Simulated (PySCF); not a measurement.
CO₂S₃, SMILES `O=S=O.S=C=S`.

Level of theory: HF/def2-TZVP (PySCF), at a geometry from GFN2-xTB. The pair's geometry is semi-empirical, so its contact may be too short or too long. GFN2-xTB bond lengths at metals and heavier atoms can be off by up to 0.1 Å and shapes distorted, which carries into these values.

Cartesian coordinates (Å):

```
O1      -1.4708    0.6966   -1.2245
S2      -1.7852    0.0310    0.0095
O3      -1.4365    0.7422    1.2084
S4       2.1614    1.0121   -0.0091
C5       1.3725   -0.3127   -0.0009
S6       0.5627   -1.6452    0.0080
```

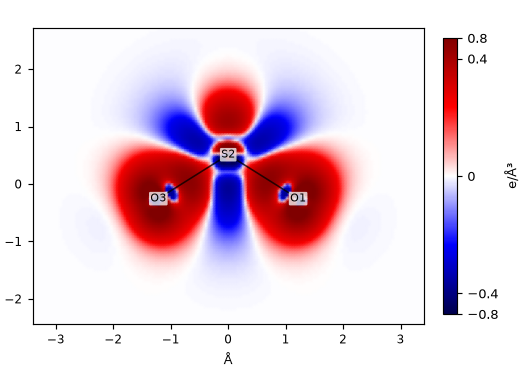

Deformation density (molecule less spherical, spin-averaged free atoms) in the plane of O1, S2 and O3; colour scale in e/Å³, logarithmic beyond ±0.1; red: gain, blue: loss.

**Describe the bonding that the map shows.**

O1–S2: +0.30 e/Å³ at the bond critical point (bond length 1.44 Å, Mayer order 1.8). S2–O3: +0.30 e/Å³ at the bond critical point (bond length 1.44 Å, Mayer order 1.8). In all, 1.9 electrons gather in the regions of gain relative to the promolecule.

**Where do the Hirshfeld charges lie?**

The highest Hirshfeld charge is on S2 (+0.55 e), the lowest on O1 (−0.32 e).

```json
{"atom": "O1", "charge (e)": "−0.32"}
{"atom": "S2", "charge (e)": "+0.55"}
{"atom": "O3", "charge (e)": "−0.32"}
{"atom": "S4", "charge (e)": "+0.05"}
{"atom": "C5", "charge (e)": "+0.04"}
{"atom": "S6", "charge (e)": "−0.01"}
```
